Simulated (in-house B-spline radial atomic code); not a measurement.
# Sn¹⁵⁺: binding energies from hole states, part 2 of 2

How tightly is each shell of Sn¹⁵⁺ bound, and how much do the other electrons relax when one leaves?

Calculated with an in-house B-spline radial atomic code; Dirac-Coulomb Hartree-Fock. How tightly is each shell of Sn¹⁵⁺ bound, and how much do the other electrons relax when one leaves?

### Step 7. The 3p1/2 hole

Settings, as recorded:

```ini
Z = 50
electrons = 34.0
configuration = 1s2 2s2 2p6 3s2 3p-1 3p+4 3d10 4s2 4p5
hamiltonian = dirac
method = hf
spin_polarised = False
nucleus = fermi
rms_radius = 4.6519
mass_number = 120
atomic_mass = 119.902202557
speed_of_light = 137.035999084
```

From the record:

```text
{
  "status": "converged",
  "scf [iteration, energy, orbital gradient]": [
    [1, -6004.24304077, 3.24],
    [2, -6049.51085714, 0.935],
    [3, -6052.86632181, 0.343],
    [4, -6053.33362028, 0.127],
    [5, -6053.40247716, 0.0316],
    [6, -6053.40777007, 0.000827],
    [7, -6053.40777274, 6.48e-05],
    [8, -6053.40777275, 3.14e-06],
    [9, -6053.40777275, 5.09e-08]
  ],
  "energy [hartree]": {"total": -6053.40777275, "kinetic": 6377.79519813, "nuclear": -14164.2936184, "coulomb": 1877.73745697, "exact_exchange": -144.646809429},
  "breit [hartree]": {"gaunt": 4.84156, "retardation": -0.4920644, "frequency_dependence": -0.0434132},
  "qed [hartree]": {"self_energy": 3.345398, "uehling": -0.4356184, "wichmann_kroll": 0.008999382},
  "recoil [hartree]": 0.0191194,
  "total_with_corrections [hartree]": -6046.16379183,
  "orbitals [hartree, bohr; first row names the columns]": [
    ["name", "occ", "eps", "<r>"],
    ["1s1/2", 2.0, -1095.9475, 0.029045],
    ["2s1/2", 2.0, -182.52386, 0.12473],
    ["2p1/2", 2.0, -171.04787, 0.10589],
    ["2p3/2", 4.0, -162.65346, 0.11104],
    ["3s1/2", 2.0, -48.507563, 0.33312],
    ["3p1/2", 1.0, -44.147119, 0.32622],
    ["3p3/2", 4.0, -42.363278, 0.33422],
    ["3d3/2", 4.0, -34.158096, 0.30443],
    ["3d5/2", 6.0, -34.006876, 0.30773],
    ["4s1/2", 2.0, -18.550554, 0.73689],
    ["4p1/2", 1.6667, -16.692732, 0.7532],
    ["4p3/2", 3.3333, -16.336085, 0.77068]
  ],
  "sum_r [bohr^k]": {"-1": 283.2889, "1": 11.65494, "2": 6.643432},
  "energy_minus_base [hartree]": 41.5997216,
  "energy_minus_base_with_corrections [hartree]": 41.5432743
}
```

It took 0.57 s on 1 thread, shared host.

### Step 8. The 3p3/2 hole

Changes to the settings of step 7:

```diff
@@ -2,3 +2,3 @@
 electrons = 34.0
-configuration = 1s2 2s2 2p6 3s2 3p-1 3p+4 3d10 4s2 4p5
+configuration = 1s2 2s2 2p6 3s2 3p-2 3p+3 3d10 4s2 4p5
 hamiltonian = dirac
```

From the record:

```text
{
  "status": "converged",
  "scf [iteration, energy, orbital gradient]": [
    [1, -6006.24309157, 3.19],
    [2, -6051.12766747, 0.937],
    [3, -6054.48085948, 0.346],
    [4, -6054.94468593, 0.128],
    [5, -6055.0118341, 0.0343],
    [6, -6055.01722544, 0.000937],
    [7, -6055.01722796, 6.57e-05],
    [8, -6055.01722797, 3.2e-06],
    [9, -6055.01722797, 4.6e-08]
  ],
  "energy [hartree]": {"total": -6055.01722797, "kinetic": 6382.92661644, "nuclear": -14172.3762521, "coulomb": 1879.23297142, "exact_exchange": -144.800563739},
  "breit [hartree]": {"gaunt": 4.863385, "retardation": -0.4920704, "frequency_dependence": -0.04167888},
  "qed [hartree]": {"self_energy": 3.342499, "uehling": -0.4357429, "wichmann_kroll": 0.009002208},
  "recoil [hartree]": 0.01909743,
  "total_with_corrections [hartree]": -6047.75273668,
  "orbitals [hartree, bohr; first row names the columns]": [
    ["name", "occ", "eps", "<r>"],
    ["1s1/2", 2.0, -1095.8172, 0.029046],
    ["2s1/2", 2.0, -182.45519, 0.12475],
    ["2p1/2", 2.0, -171.11618, 0.10574],
    ["2p3/2", 4.0, -162.51396, 0.11118],
    ["3s1/2", 2.0, -48.478544, 0.33317],
    ["3p1/2", 2.0, -43.987432, 0.32404],
    ["3p3/2", 3.0, -42.353492, 0.33948],
    ["3d3/2", 4.0, -34.294488, 0.30463],
    ["3d5/2", 6.0, -33.863546, 0.30786],
    ["4s1/2", 2.0, -18.545469, 0.7371],
    ["4p1/2", 1.6667, -16.729497, 0.75376],
    ["4p3/2", 3.3333, -16.32803, 0.76673]
  ],
  "sum_r [bohr^k]": {"-1": 283.4506, "1": 11.64858, "2": 6.640294},
  "energy_minus_base [hartree]": 39.9902664,
  "energy_minus_base_with_corrections [hartree]": 39.9543294
}
```

It took 0.57 s on 1 thread, shared host.

### Step 9. The 3d3/2 hole

Changes to the settings of step 8:

```diff
@@ -2,3 +2,3 @@
 electrons = 34.0
-configuration = 1s2 2s2 2p6 3s2 3p-2 3p+3 3d10 4s2 4p5
+configuration = 1s2 2s2 2p6 3s2 3p6 3d-3 3d+6 4s2 4p5
 hamiltonian = dirac
```

From the record:

```text
{
  "status": "converged",
  "scf [iteration, energy, orbital gradient]": [
    [1, -6015.210269, 3.24],
    [2, -6059.52658574, 0.921],
    [3, -6062.70244409, 0.342],
    [4, -6063.14844605, 0.128],
    [5, -6063.21491426, 0.0311],
    [6, -6063.21990636, 0.000679],
    [7, -6063.21990788, 6.08e-05],
    [8, -6063.21990789, 2.7e-06],
    [9, -6063.21990789, 4.7e-08]
  ],
  "energy [hartree]": {"total": -6063.21990789, "kinetic": 6391.42006944, "nuclear": -14185.5678356, "coulomb": 1876.38924917, "exact_exchange": -145.461390891},
  "breit [hartree]": {"gaunt": 4.886516, "retardation": -0.4978165, "frequency_dependence": -0.04333552},
  "qed [hartree]": {"self_energy": 3.346195, "uehling": -0.4357272, "wichmann_kroll": 0.009002161},
  "recoil [hartree]": 0.01915807,
  "total_with_corrections [hartree]": -6055.93591562,
  "orbitals [hartree, bohr; first row names the columns]": [
    ["name", "occ", "eps", "<r>"],
    ["1s1/2", 2.0, -1095.662, 0.02905],
    ["2s1/2", 2.0, -182.62986, 0.12476],
    ["2p1/2", 2.0, -171.1558, 0.10571],
    ["2p3/2", 4.0, -162.73329, 0.11108],
    ["3s1/2", 2.0, -48.723761, 0.33268],
    ["3p1/2", 2.0, -43.932001, 0.3239],
    ["3p3/2", 4.0, -42.446249, 0.33387],
    ["3d3/2", 3.0, -34.413773, 0.30392],
    ["3d5/2", 6.0, -34.10511, 0.3071],
    ["4s1/2", 2.0, -18.56573, 0.73641],
    ["4p1/2", 1.6667, -16.730339, 0.75359],
    ["4p3/2", 3.3333, -16.343925, 0.77033]
  ],
  "sum_r [bohr^k]": {"-1": 283.7144, "1": 11.663, "2": 6.64227},
  "energy_minus_base [hartree]": 31.7875865,
  "energy_minus_base_with_corrections [hartree]": 31.7711505
}
```

Wall time 0.57 s (1 thread, shared host).

### Step 10. The 3d5/2 hole

Changes to the settings of step 9:

```diff
@@ -2,3 +2,3 @@
 electrons = 34.0
-configuration = 1s2 2s2 2p6 3s2 3p6 3d-3 3d+6 4s2 4p5
+configuration = 1s2 2s2 2p6 3s2 3p6 3d-4 3d+5 4s2 4p5
 hamiltonian = dirac
```

From the record:

```text
{
  "status": "converged",
  "scf [iteration, energy, orbital gradient]": [
    [1, -6015.69624987, 3.23],
    [2, -6059.8664942, 0.907],
    [3, -6063.03112373, 0.335],
    [4, -6063.47540903, 0.125],
    [5, -6063.54159411, 0.0307],
    [6, -6063.54656558, 0.000671],
    [7, -6063.54656715, 5.78e-05],
    [8, -6063.54656716, 2.29e-06],
    [9, -6063.54656716, 4.57e-08]
  ],
  "energy [hartree]": {"total": -6063.54656716, "kinetic": 6392.39834064, "nuclear": -14187.3398723, "coulomb": 1876.88850206, "exact_exchange": -145.493537518},
  "breit [hartree]": {"gaunt": 4.896211, "retardation": -0.4978354, "frequency_dependence": -0.04319108},
  "qed [hartree]": {"self_energy": 3.345196, "uehling": -0.4357213, "wichmann_kroll": 0.00900204},
  "recoil [hartree]": 0.01915642,
  "total_with_corrections [hartree]": -6056.25375038,
  "orbitals [hartree, bohr; first row names the columns]": [
    ["name", "occ", "eps", "<r>"],
    ["1s1/2", 2.0, -1095.6256, 0.02905],
    ["2s1/2", 2.0, -182.60181, 0.12477],
    ["2p1/2", 2.0, -171.23521, 0.10579],
    ["2p3/2", 4.0, -162.64439, 0.11105],
    ["3s1/2", 2.0, -48.715284, 0.33272],
    ["3p1/2", 2.0, -44.11453, 0.32361],
    ["3p3/2", 4.0, -42.346177, 0.3341],
    ["3d3/2", 4.0, -34.436889, 0.30391],
    ["3d5/2", 5.0, -34.074337, 0.30722],
    ["4s1/2", 2.0, -18.564198, 0.73646],
    ["4p1/2", 1.6667, -16.741717, 0.75325],
    ["4p3/2", 3.3333, -16.336202, 0.7706]
  ],
  "sum_r [bohr^k]": {"-1": 283.7498, "1": 11.66124, "2": 6.641663},
  "energy_minus_base [hartree]": 31.4609272,
  "energy_minus_base_with_corrections [hartree]": 31.4533157
}
```

Wall time 0.58 s (1 thread, shared host).

### Step 11. The 4s hole

Changes to the settings of step 10:

```diff
@@ -2,3 +2,3 @@
 electrons = 34.0
-configuration = 1s2 2s2 2p6 3s2 3p6 3d-4 3d+5 4s2 4p5
+configuration = 1s2 2s2 2p6 3s2 3p6 3d10 4s1 4p5
 hamiltonian = dirac
```

From the record:

```text
{
  "status": "converged",
  "scf [iteration, energy, orbital gradient]": [
    [1, -6031.55554753, 3.13],
    [2, -6073.70369973, 0.951],
    [3, -6077.29570488, 0.343],
    [4, -6077.77263572, 0.124],
    [5, -6077.83764718, 0.0329],
    [6, -6077.84355328, 0.000706],
    [7, -6077.84355558, 4.67e-05],
    [8, -6077.84355559, 2.21e-06],
    [9, -6077.84355559, 4.95e-08]
  ],
  "energy [hartree]": {"total": -6077.84355559, "kinetic": 6404.83200153, "nuclear": -14245.7356511, "coulomb": 1910.86254433, "exact_exchange": -147.802450306},
  "breit [hartree]": {"gaunt": 4.899017, "retardation": -0.4987982, "frequency_dependence": -0.04320507},
  "qed [hartree]": {"self_energy": 3.334822, "uehling": -0.4344568, "wichmann_kroll": 0.008976145},
  "recoil [hartree]": 0.01909382,
  "total_with_corrections [hartree]": -6070.55810674,
  "orbitals [hartree, bohr; first row names the columns]": [
    ["name", "occ", "eps", "<r>"],
    ["1s1/2", 2.0, -1094.297, 0.029049],
    ["2s1/2", 2.0, -181.1868, 0.12484],
    ["2p1/2", 2.0, -169.79502, 0.10581],
    ["2p3/2", 4.0, -161.27356, 0.11113],
    ["3s1/2", 2.0, -47.809009, 0.33525],
    ["3p1/2", 2.0, -43.165507, 0.32604],
    ["3p3/2", 4.0, -41.535872, 0.33648],
    ["3d3/2", 4.0, -33.403061, 0.30754],
    ["3d5/2", 6.0, -33.069336, 0.31089],
    ["4s1/2", 1.0, -18.343963, 0.74392],
    ["4p1/2", 1.6667, -16.390061, 0.76383],
    ["4p3/2", 3.3333, -16.005035, 0.78138]
  ],
  "sum_r [bohr^k]": {"-1": 284.9177, "1": 11.34951, "2": 6.293431},
  "energy_minus_base [hartree]": 17.1639388,
  "energy_minus_base_with_corrections [hartree]": 17.1489594
}
```

It took 0.58 s on 1 thread, shared host.

### Step 12. The 4p hole

Changes to the settings of step 11:

```diff
@@ -2,3 +2,3 @@
 electrons = 34.0
-configuration = 1s2 2s2 2p6 3s2 3p6 3d10 4s1 4p5
+configuration = 1s2 2s2 2p6 3s2 3p6 3d10 4s2 4p4
 hamiltonian = dirac
```

From the record:

```text
{
  "status": "converged",
  "scf [iteration, energy, orbital gradient]": [
    [1, -6033.57525565, 3.05],
    [2, -6075.81750416, 0.933],
    [3, -6079.35059495, 0.337],
    [4, -6079.8233957, 0.122],
    [5, -6079.8884068, 0.0323],
    [6, -6079.89423549, 0.000611],
    [7, -6079.89423724, 6.74e-05],
    [8, -6079.89423725, 2.63e-06],
    [9, -6079.89423725, 5.01e-08]
  ],
  "energy [hartree]": {"total": -6079.89423725, "kinetic": 6407.62545122, "nuclear": -14251.5550543, "coulomb": 1912.3869992, "exact_exchange": -148.351633415},
  "breit [hartree]": {"gaunt": 4.896086, "retardation": -0.4976321, "frequency_dependence": -0.04289874},
  "qed [hartree]": {"self_energy": 3.343067, "uehling": -0.4355, "wichmann_kroll": 0.008997372},
  "recoil [hartree]": 0.01912945,
  "total_with_corrections [hartree]": -6072.60298799,
  "orbitals [hartree, bohr; first row names the columns]": [
    ["name", "occ", "eps", "<r>"],
    ["1s1/2", 2.0, -1094.2717, 0.029048],
    ["2s1/2", 2.0, -181.1667, 0.12482],
    ["2p1/2", 2.0, -169.75638, 0.10582],
    ["2p3/2", 4.0, -161.23452, 0.11113],
    ["3s1/2", 2.0, -47.798293, 0.33472],
    ["3p1/2", 2.0, -43.118008, 0.32613],
    ["3p3/2", 4.0, -41.488833, 0.33658],
    ["3d3/2", 4.0, -33.35911, 0.30758],
    ["3d5/2", 6.0, -33.025534, 0.31094],
    ["4s1/2", 2.0, -18.183906, 0.74535],
    ["4p1/2", 1.3333, -16.451801, 0.76349],
    ["4p3/2", 2.6667, -16.068782, 0.78078]
  ],
  "sum_r [bohr^k]": {"-1": 285.0341, "1": 11.31863, "2": 6.236504},
  "energy_minus_base [hartree]": 15.1132571,
  "energy_minus_base_with_corrections [hartree]": 15.1040781
}
```

It took 0.56 s on 1 thread, shared host.

### Step 13. What the holes cost

What follows sums up all 2 parts.

| hole | ΔSCF (eV) | with Breit, QED, recoil (eV) | −ε of the parent (eV) | −ε less ΔSCF (eV) |
| --- | --- | --- | --- | --- |
| 1s | 29683.5 | 29587.3 | 29736.3 | 52.79 |
| 2s | 4868.48 | 4858.49 | 4891.54 | 23.06 |
| 2p1/2 | 4554.52 | 4544.83 | 4580.83 | 26.31 |
| 2p3/2 | 4323.87 | 4317.13 | 4349.03 | 25.16 |
| 3s | 1259.65 | 1257.91 | 1265.09 | 5.44 |
| 3p1/2 | 1131.99 | 1130.45 | 1137.82 | 5.84 |
| 3p3/2 | 1088.19 | 1087.21 | 1093.60 | 5.41 |
| 3d3/2 | 864.98 | 864.54 | 871.77 | 6.79 |
| 3d5/2 | 856.10 | 855.89 | 862.73 | 6.63 |
| 4s | 467.05 | 466.65 | 467.64 | 0.59 |
| 4p | 411.25 | 411.00 | - | - |

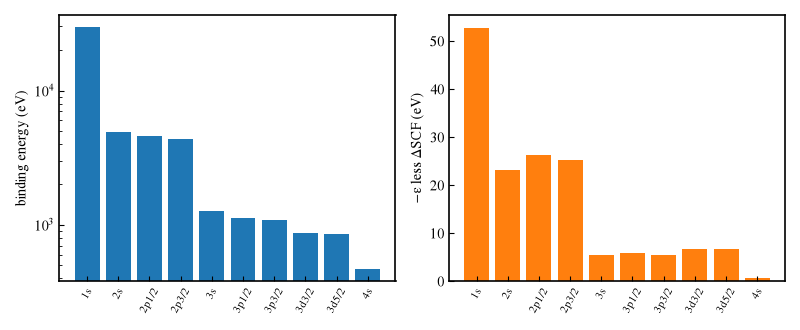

Binding energies (left) and their distance from the parent's orbital energies (right).

**Reading.** Relaxation of the remaining electrons brings each binding energy under −ε, by 52.8 eV for 1s and 0.59 eV for 4s. The spin-orbit splitting of the 2p hole is 227.70 eV with those corrections. Two partly filled shells share a symmetry and can mix in the average, which may lower the energy, in these hole states: 2p1/2; 2p3/2; 3p1/2; 3p3/2. A dash stands where an open shell is averaged over j, so that no single parent level belongs to the hole. Values are for the free ion, measured from the vacuum level.
